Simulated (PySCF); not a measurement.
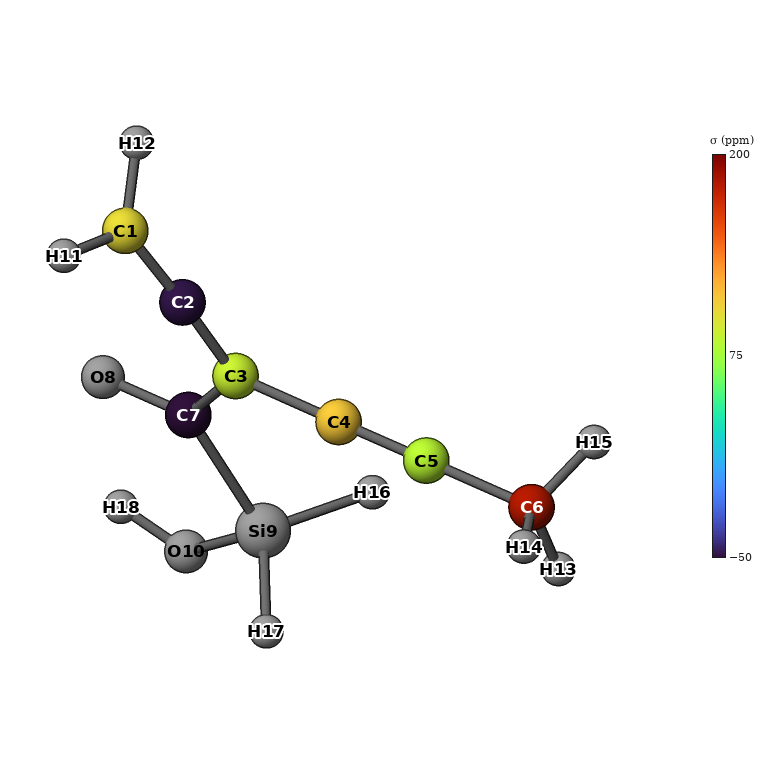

Atoms are coloured by their isotropic NMR shieldings (C only, the others grey). The computed structure is the end point of a GFN2-xTB optimisation. No frequency run is at hand to confirm it as a minimum. Method: GIAO PBE0/pcSseg-1 NMR shielding, non-relativistic, gas phase (PySCF 2.14.0).

> Which C atom is the most shielded (lowest chemical shift)?

C6 (181.2 ppm).

> Which C atom is the least shielded (highest chemical shift)?

C7 (−49.6 ppm).

> How wide is the range of C shifts?

230.8 ppm.

List the isotropic NMR shieldings of the C atoms.

```tsv
atom	σ (ppm)
C1	102.3
C2	−47.4
C3	89.6
C4	110.7
C5	83.1
C6	181.2
C7	−49.6
```

The geometry is semi-empirical. Around Si such bond lengths and angles can be off by a tenth of an ångström or more and by several degrees, and values that hang on the shape move with them.
